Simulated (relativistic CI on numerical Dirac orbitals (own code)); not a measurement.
# Sb²⁺: one ion under different settings

How much do the settings matter for Sb²⁺? One ion, several inputs.

Method: Dirac-Coulomb-Breit CI, KLI orbitals optimised for each configuration, model QED (radiative potential, 1s self-energy scaled to tabulated hydrogen-like ionisation energies), numerical settings as typed. Code: relativistic CI on numerical Dirac orbitals (own code) version 3.

## (1) The atom as given

```
ion            : Sb²⁺ (Sb III)
nuclear charge : 51
electrons      : 49
isotope        : A = 121
```

## (2) A try

Settings, as recorded:

```ini
atom Sb  Z=51  charge=2  electrons=49
nucleus A=121  rms_radius_fm=4.6802
hamiltonian dirac-coulomb  breit=on  qed=on  c_scale=1
orbitals kli  potential=per-configuration
slater_scale 1
correlation none
mixing on
grid step=0.0125 r_max=67.1
scf mixing=0.4 start=green max_iterations=4 tolerance=2e-08 node_fill=0.05
configurations
  [Kr] 4d10 5s2 5p
  [Kr] 4d10 5s 5p2
  [Kr] 4d10 5s2 5d
end
```

Run with:

```console
$ python run_levels.py task.json out
```

One command runs all members of the session, one after another, from task.json.

The program writes no log. Results of the run, from its result record (rounded, main fields):

```text
status: not_converged
warnings: ["SCF of 1s2 2s2 2p6 3s2 3p6 3d10 4s2 4p6 4d10 5s2 5p did not converge"]
scf_steps of the first configuration [iteration, E_Ha, residual, outer_eigenvalue_Ha]:
  - [1, -6466.119711, 1.92, -1.299]
  - [2, -6478.28031, 0.652, -0.9784]
  - [3, -6479.569261, 0.149, -0.8819]
  - [4, -6479.642243, 0.0611, -0.8876]
```

Run time: 0.017 s. Hardware: 1 thread, shared host.

Diagnosis: the run ended without a result. The SCF ran into its iteration limit before the residual met the tolerance. The input had iteration limit 4. The cure is to restore the usual settings of the SCF.

## (3) The mended input

Changes to the settings of step 2:

```diff
@@ -8,3 +8,3 @@
 grid step=0.0125 r_max=67.1
-scf mixing=0.4 start=green max_iterations=4 tolerance=2e-08 node_fill=0.05
+scf mixing=0.4 start=green max_iterations=150 tolerance=2e-08 node_fill=0.05
 configurations
```

Result record:

```text
status: converged
levels [i, E_cm, J2, conf, term, w_term, w_jj]:
  - [0, 0, 1, "5s2 5p", "2P*", 1, 1]
  - [1, 6574.4234, 3, "5s2 5p", "2P*", 1, 1]
  - [2, 45310.573, 1, "5s 5p2", "4P", 0.9889, 0.5366]
  - [3, 48065.307, 3, "5s 5p2", "4P", 0.9971, 0.916]
  - [4, 51666.999, 5, "5s 5p2", "4P", 0.9795, 0.5324]
  - [5, 70320.249, 3, "5s 5p2", "2D", 0.7551, 0.5424]
  - [6, 71326.975, 5, "5s 5p2", "2D", 0.732, 0.3814]
  - [7, 93190.726, 1, "5s 5p2", "2S", 0.88, 0.497]
  - [8, 101763.86, 3, "5s2 5d", "2D", 0.7175, 0.7175]
  - [9, 102989.66, 5, "5s2 5d", "2D", 0.7496, 0.7496]
  - [10, 104079.92, 1, "5s 5p2", "2P", 0.8904, 0.5812]
  - [11, 107761.18, 3, "5s 5p2", "2P", 0.9198, 0.6936]
total_energy [Ha]: -6471.7790999
n_levels_all: 12
overlap: 6.07501e-12
scf_iterations: [11, 12, 12]
orbital_energies [Ha]: {"1s": -1112.66, "2s": -169.986, "2p1/2": -159.022, "2p3/2": -149.794, "3s": -34.0929, "3p1/2": -29.6238, "3p3/2": -27.9149, "3d3/2": -20.0468, "3d5/2": -19.6923, "4s": -6.27925, "4p1/2": -4.77136, "4p3/2": -4.46094, "4d3/2": -2.07632, "4d5/2": -2.03123, "5s": -1.2187, "5p1/2": -0.905161, "5p3/2": -0.874942}
configurations [conf, odd, states, E_av_Ha, breit_Ha, qed_Ha]:
  - ["5s2 5p", 1, 6, -6479.649022, 4.733, 3.157]
  - ["5s 5p2", 0, 30, -6479.333354, 4.733, 3.156]
  - ["5s2 5d", 0, 10, -6479.236441, 4.732, 3.157]
scf_steps of the first configuration [iteration, E_Ha, residual, outer_eigenvalue_Ha]:
  - [1, -6466.119711, 1.92, -1.299]
  - [2, -6478.28031, 0.652, -0.9784]
  - [3, -6479.569261, 0.149, -0.8819]
  - [4, -6479.642243, 0.0611, -0.8876]
  - [5, -6479.649478, 0.021, -0.8798]
  - [6, -6479.648604, 0.00408, -0.8738]
  - [7, -6479.649064, 0.000459, -0.875]
  - [8, -6479.649033, 0.000152, -0.875]
  - [9, -6479.649022, 5.68e-06, -0.8749]
  - [10, -6479.649022, 8.61e-07, -0.8749]
  - [11, -6479.649022, 1.63e-08, -0.8749]
```

It took 0.18 s on 1 thread, shared host.

## (4) Node fill 0.01

Changes to the settings of step 3:

```diff
@@ -8,3 +8,3 @@
 grid step=0.0125 r_max=67.1
-scf mixing=0.4 start=green max_iterations=150 tolerance=2e-08 node_fill=0.05
+scf mixing=0.4 start=green max_iterations=150 tolerance=2e-08 node_fill=0.01
 configurations
```

Result record:

```text
status: converged
levels [i, E_cm, J2, conf, term, w_term]:
  - [0, 0, 1, "5s2 5p", "2P*", 1]
  - [1, 6534.3023, 3, "5s2 5p", "2P*", 1]
  - [2, 45270.348, 1, "5s 5p2", "4P", 0.9891]
  - [3, 48004.135, 3, "5s 5p2", "4P", 0.9971]
  - [4, 51587.922, 5, "5s 5p2", "4P", 0.9798]
  - [5, 70266.282, 3, "5s 5p2", "2D", 0.7545]
  - [6, 71265.774, 5, "5s 5p2", "2D", 0.7316]
  - [7, 93218.773, 1, "5s 5p2", "2S", 0.8821]
  - "... 4 more rows left out ..."
total_energy [Ha]: -6471.7758693
n_levels_all: 12
overlap: 5.57771e-12
scf_iterations: [11, 12, 12]
orbital_energies [Ha]: {"1s": -1112.98, "2s": -170.13, "2p1/2": -159.181, "2p3/2": -149.947, "3s": -34.1578, "3p1/2": -29.6914, "3p3/2": -27.9806, "3d3/2": -20.1155, "3d5/2": -19.7602, "4s": -6.29233, "4p1/2": -4.78423, "4p3/2": -4.47289, "4d3/2": -2.0868, "4d5/2": -2.04148, "5s": -1.22295, "5p1/2": -0.908439, "5p3/2": -0.877973}
configurations [conf, odd, states, E_av_Ha, breit_Ha, qed_Ha]:
  - ["5s2 5p", 1, 6, -6479.649039, 4.736, 3.158]
  - ["5s 5p2", 0, 30, -6479.333352, 4.736, 3.157]
  - ["5s2 5d", 0, 10, -6479.236394, 4.735, 3.158]
scf_steps of the first configuration [iteration, E_Ha, residual, outer_eigenvalue_Ha]:
  - [1, -6466.119711, 1.9, -1.299]
  - [2, -6478.230236, 0.645, -0.9807]
  - [3, -6479.568475, 0.148, -0.8848]
  - [4, -6479.63687, 0.0602, -0.8906]
  - [5, -6479.648156, 0.0208, -0.8829]
  - [6, -6479.64892, 0.00399, -0.8769]
  - [7, -6479.649037, 0.000415, -0.878]
  - [8, -6479.64904, 0.000146, -0.878]
  - [9, -6479.649039, 4.88e-06, -0.878]
  - [10, -6479.649039, 8.2e-07, -0.878]
  - [11, -6479.649039, 1.21e-08, -0.878]
```

Wall time 0.17 s (1 thread, shared host).

## (5) End of the grid 201.3

Changes to the settings of step 4:

```diff
@@ -7,4 +7,4 @@
 mixing on
-grid step=0.0125 r_max=67.1
-scf mixing=0.4 start=green max_iterations=150 tolerance=2e-08 node_fill=0.01
+grid step=0.0125 r_max=201.3
+scf mixing=0.4 start=green max_iterations=150 tolerance=2e-08 node_fill=0.05
 configurations
```

Result record:

```text
status: converged
levels [i, E_cm, J2, conf, term, w_term]:
  - [0, 0, 1, "5s2 5p", "2P*", 1]
  - [1, 6574.4234, 3, "5s2 5p", "2P*", 1]
  - [2, 45310.573, 1, "5s 5p2", "4P", 0.9889]
  - [3, 48065.307, 3, "5s 5p2", "4P", 0.9971]
  - [4, 51666.999, 5, "5s 5p2", "4P", 0.9795]
  - [5, 70320.249, 3, "5s 5p2", "2D", 0.7551]
  - [6, 71326.975, 5, "5s 5p2", "2D", 0.732]
  - [7, 93190.726, 1, "5s 5p2", "2S", 0.88]
  - "... 4 more rows left out ..."
total_energy [Ha]: -6471.7790999
n_levels_all: 12
overlap: 6.07476e-12
scf_iterations: [11, 12, 12]
orbital_energies [Ha]: {"1s": -1112.66, "2s": -169.986, "2p1/2": -159.022, "2p3/2": -149.794, "3s": -34.0929, "3p1/2": -29.6238, "3p3/2": -27.9149, "3d3/2": -20.0468, "3d5/2": -19.6923, "4s": -6.27925, "4p1/2": -4.77136, "4p3/2": -4.46094, "4d3/2": -2.07632, "4d5/2": -2.03123, "5s": -1.2187, "5p1/2": -0.905161, "5p3/2": -0.874942}
configurations [conf, odd, states, E_av_Ha, breit_Ha, qed_Ha]:
  - ["5s2 5p", 1, 6, -6479.649022, 4.733, 3.157]
  - ["5s 5p2", 0, 30, -6479.333354, 4.733, 3.156]
  - ["5s2 5d", 0, 10, -6479.236441, 4.732, 3.157]
scf_steps of the first configuration [iteration, E_Ha, residual, outer_eigenvalue_Ha]:
  - [1, -6466.119711, 1.92, -1.299]
  - [2, -6478.28031, 0.652, -0.9784]
  - [3, -6479.569261, 0.149, -0.8819]
  - [4, -6479.642243, 0.0611, -0.8876]
  - [5, -6479.649478, 0.021, -0.8798]
  - [6, -6479.648604, 0.00408, -0.8738]
  - [7, -6479.649064, 0.000459, -0.875]
  - [8, -6479.649033, 0.000152, -0.875]
  - [9, -6479.649022, 5.68e-06, -0.8749]
  - [10, -6479.649022, 8.61e-07, -0.8749]
  - [11, -6479.649022, 1.63e-08, -0.8749]
```

It took 0.17 s on 1 thread, shared host.

## (6) Slater scale 1.2

Changes to the settings of step 5:

```diff
@@ -4,6 +4,6 @@
 orbitals kli  potential=per-configuration
-slater_scale 1
+slater_scale 1.2
 correlation none
 mixing on
-grid step=0.0125 r_max=201.3
+grid step=0.0125 r_max=67.1
 scf mixing=0.4 start=green max_iterations=150 tolerance=2e-08 node_fill=0.05
```

Result record:

```text
status: converged
levels [i, E_cm, J2, conf, term, w_term]:
  - [0, 0, 1, "5s2 5p", "2P*", 1]
  - [1, 6574.4234, 3, "5s2 5p", "2P*", 1]
  - [2, 40524.022, 1, "5s 5p2", "4P", 0.9919]
  - [3, 43282.766, 3, "5s 5p2", "4P", 0.9978]
  - [4, 47042.003, 5, "5s 5p2", "4P", 0.9847]
  - [5, 68629.966, 3, "5s 5p2", "2D", 0.7124]
  - [6, 69598.762, 5, "5s 5p2", "2D", 0.6918]
  - [7, 97381.434, 1, "5s 5p2", "2S", 0.9143]
  - "... 4 more rows left out ..."
total_energy [Ha]: -6471.7790999
n_levels_all: 12
overlap: 6.07501e-12
scf_iterations: [11, 12, 12]
orbital_energies [Ha]: {"1s": -1112.66, "2s": -169.986, "2p1/2": -159.022, "2p3/2": -149.794, "3s": -34.0929, "3p1/2": -29.6238, "3p3/2": -27.9149, "3d3/2": -20.0468, "3d5/2": -19.6923, "4s": -6.27925, "4p1/2": -4.77136, "4p3/2": -4.46094, "4d3/2": -2.07632, "4d5/2": -2.03123, "5s": -1.2187, "5p1/2": -0.905161, "5p3/2": -0.874942}
configurations [conf, odd, states, E_av_Ha, breit_Ha, qed_Ha]:
  - ["5s2 5p", 1, 6, -6479.649022, 4.733, 3.157]
  - ["5s 5p2", 0, 30, -6479.333354, 4.733, 3.156]
  - ["5s2 5d", 0, 10, -6479.236441, 4.732, 3.157]
scf_steps of the first configuration [iteration, E_Ha, residual, outer_eigenvalue_Ha]:
  - [1, -6466.119711, 1.92, -1.299]
  - [2, -6478.28031, 0.652, -0.9784]
  - [3, -6479.569261, 0.149, -0.8819]
  - [4, -6479.642243, 0.0611, -0.8876]
  - [5, -6479.649478, 0.021, -0.8798]
  - [6, -6479.648604, 0.00408, -0.8738]
  - [7, -6479.649064, 0.000459, -0.875]
  - [8, -6479.649033, 0.000152, -0.875]
  - [9, -6479.649022, 5.68e-06, -0.8749]
  - [10, -6479.649022, 8.61e-07, -0.8749]
  - [11, -6479.649022, 1.63e-08, -0.8749]
```

It took 0.17 s on 1 thread, shared host.

## (7) Potential mixing 0.7, iteration limit 30

Settings, as recorded:

```ini
atom Sb  Z=51  charge=2  electrons=49
nucleus A=121  rms_radius_fm=4.6802
hamiltonian dirac-coulomb  breit=on  qed=on  c_scale=1
orbitals kli  potential=per-configuration
slater_scale 1
correlation none
mixing on
grid step=0.0125 r_max=67.1
scf mixing=0.7 start=green max_iterations=30 tolerance=2e-08 node_fill=0.05
configurations
  [Kr] 4d10 5s2 5p
  [Kr] 4d10 5s 5p2
  [Kr] 4d10 5s2 5d
end
```

Result record:

```text
status: converged
levels [i, E_cm, J2, conf, term, w_term]:
  - [0, 0, 1, "5s2 5p", "2P*", 1]
  - [1, 6574.4234, 3, "5s2 5p", "2P*", 1]
  - [2, 45310.573, 1, "5s 5p2", "4P", 0.9889]
  - [3, 48065.307, 3, "5s 5p2", "4P", 0.9971]
  - [4, 51667, 5, "5s 5p2", "4P", 0.9795]
  - [5, 70320.249, 3, "5s 5p2", "2D", 0.7551]
  - [6, 71326.976, 5, "5s 5p2", "2D", 0.732]
  - [7, 93190.727, 1, "5s 5p2", "2S", 0.88]
  - "... 4 more rows left out ..."
total_energy [Ha]: -6471.7790999
n_levels_all: 12
overlap: 6.07405e-12
scf_iterations: [9, 10, 11]
orbital_energies [Ha]: {"1s": -1112.66, "2s": -169.986, "2p1/2": -159.022, "2p3/2": -149.794, "3s": -34.0929, "3p1/2": -29.6238, "3p3/2": -27.9149, "3d3/2": -20.0468, "3d5/2": -19.6923, "4s": -6.27925, "4p1/2": -4.77136, "4p3/2": -4.46094, "4d3/2": -2.07632, "4d5/2": -2.03123, "5s": -1.2187, "5p1/2": -0.90516, "5p3/2": -0.874942}
configurations [conf, odd, states, E_av_Ha, breit_Ha, qed_Ha]:
  - ["5s2 5p", 1, 6, -6479.649022, 4.733, 3.157]
  - ["5s 5p2", 0, 30, -6479.333354, 4.733, 3.156]
  - ["5s2 5d", 0, 10, -6479.236441, 4.732, 3.157]
scf_steps of the first configuration [iteration, E_Ha, residual, outer_eigenvalue_Ha]:
  - [1, -6466.119711, 1.92, -1.299]
  - [2, -6477.836246, 0.727, -0.8216]
  - [3, -6479.629856, 0.0948, -0.9148]
  - [4, -6479.649541, 0.0178, -0.8818]
  - [5, -6479.648909, 0.00118, -0.8745]
  - [6, -6479.649022, 5.19e-05, -0.875]
  - [7, -6479.649021, 4.69e-06, -0.8749]
  - [8, -6479.649021, 8.87e-07, -0.8749]
  - [9, -6479.649022, 1.16e-08, -0.8749]
```

Run time: 0.16 s. Hardware: 1 thread, shared host.

## (8) Potential mixing 0.001

Changes to the settings of step 7:

```diff
@@ -8,3 +8,3 @@
 grid step=0.0125 r_max=67.1
-scf mixing=0.7 start=green max_iterations=30 tolerance=2e-08 node_fill=0.05
+scf mixing=0.001 start=green max_iterations=60 tolerance=2e-08 node_fill=0.05
 configurations
```

Result record:

```text
status: converged
levels [i, E_cm, J2, conf, term, w_term]:
  - [0, 0, 1, "5s2 5p", "2P*", 1]
  - [1, 6574.4234, 3, "5s2 5p", "2P*", 1]
  - [2, 45310.573, 1, "5s 5p2", "4P", 0.9889]
  - [3, 48065.307, 3, "5s 5p2", "4P", 0.9971]
  - [4, 51667, 5, "5s 5p2", "4P", 0.9795]
  - [5, 70320.249, 3, "5s 5p2", "2D", 0.7551]
  - [6, 71326.976, 5, "5s 5p2", "2D", 0.732]
  - [7, 93190.727, 1, "5s 5p2", "2S", 0.88]
  - "... 4 more rows left out ..."
total_energy [Ha]: -6471.7790999
n_levels_all: 12
overlap: 6.07347e-12
scf_iterations: [20, 17, 21]
orbital_energies [Ha]: {"1s": -1112.66, "2s": -169.986, "2p1/2": -159.022, "2p3/2": -149.794, "3s": -34.0929, "3p1/2": -29.6238, "3p3/2": -27.9149, "3d3/2": -20.0468, "3d5/2": -19.6923, "4s": -6.27925, "4p1/2": -4.77136, "4p3/2": -4.46094, "4d3/2": -2.07632, "4d5/2": -2.03123, "5s": -1.2187, "5p1/2": -0.905161, "5p3/2": -0.874942}
configurations [conf, odd, states, E_av_Ha, breit_Ha, qed_Ha]:
  - ["5s2 5p", 1, 6, -6479.649022, 4.733, 3.157]
  - ["5s 5p2", 0, 30, -6479.333354, 4.733, 3.156]
  - ["5s2 5d", 0, 10, -6479.236441, 4.732, 3.157]
scf_steps of the first configuration [iteration, E_Ha, residual, outer_eigenvalue_Ha]:
  - [1, -6466.119711, 1.92, -1.299]
  - [2, -6466.164103, 1.91, -1.298]
  - [3, -6479.271773, 0.223, -0.8757]
  - [4, -6479.35604, 0.302, -0.9006]
  - [5, -6479.250493, 0.236, -0.8726]
  - [6, -6479.644658, 0.0545, -0.8892]
  - [7, -6479.643156, 0.0604, -0.8899]
  - [8, -6479.647306, 0.0403, -0.8831]
  - [9, -6479.648607, 0.00415, -0.8734]
  - [10, -6479.648639, 0.00388, -0.8734]
  - [11, -6479.649041, 0.000296, -0.875]
  - [12, -6479.649044, 0.000319, -0.875]
  - [13, -6479.649013, 4.14e-05, -0.8749]
  - [14, -6479.649022, 2.99e-06, -0.8749]
  - [15, -6479.649021, 8.01e-06, -0.8749]
  - [16, -6479.649022, 9.28e-06, -0.8749]
  - [17, -6479.649022, 3.33e-08, -0.8749]
  - [18, -6479.649022, 3.01e-08, -0.8749]
  - [19, -6479.649022, 2.95e-08, -0.8749]
  - [20, -6479.649022, 5.56e-09, -0.8749]
```

It took 0.22 s on 1 thread, shared host.

An extreme setting, but here it did no harm: energy and levels are those of the usual run.

## (9) The runs side by side

| setting | total energy less usual (Ha) | largest shift of a level among the lowest eight of both runs, same label and place (cm⁻¹) | SCF iterations | time | lowest level | kind of change |
| --- | --- | --- | --- | --- | --- | --- |
| usual | 0 | 0 | 35 | 0.18 s | 5p 2P°1/2 | - |
| node fill 0.01 | 0.00323 | 79.1 | 35 | 0.17 s | 5p 2P°1/2 | numerical |
| end of the grid 201.3 | 0 | 0 | 35 | 0.17 s | 5p 2P°1/2 | numerical |
| Slater scale 1.2 | 0 | 4790 | 35 | 0.17 s | 5p 2P°1/2 | model term |
| potential mixing 0.7, iteration limit 30 | 0 | 0 | 30 | 0.16 s | 5p 2P°1/2 | numerical |
| potential mixing 0.001 | 0 | 0 | 58 | 0.22 s | 5p 2P°1/2 | extreme, harmless here |

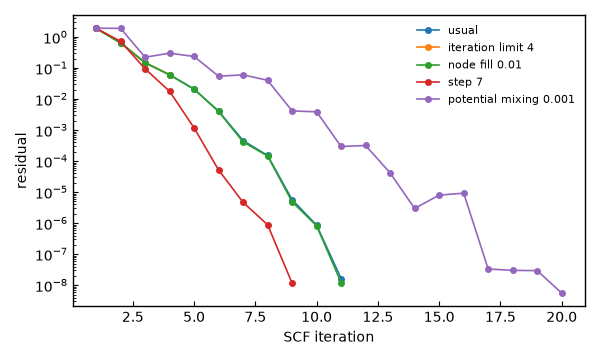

Residual of the first configuration's SCF.

## (10) What came out

| quantity | value |
| --- | --- |
| lowest level, usual settings | 5p 2P°1/2 |
| total energy | -6471.7791 Ha |
| first excitation | 6574.4 cm⁻¹ |
| runs without a result | 1 |

Among the runs whose levels can be followed, they move most under «Slater scale 1.2» (model term), by up to 4790 cm⁻¹. No visible change in the result comes from «end of the grid 201.3» or «potential mixing 0.7, iteration limit 30» or «potential mixing 0.001». «Potential mixing 0.001» costs 58 SCF iterations against 35. Only the listed configurations are in the model. Near neutrality, missing correlation can shift configurations against each other by thousands of cm⁻¹.
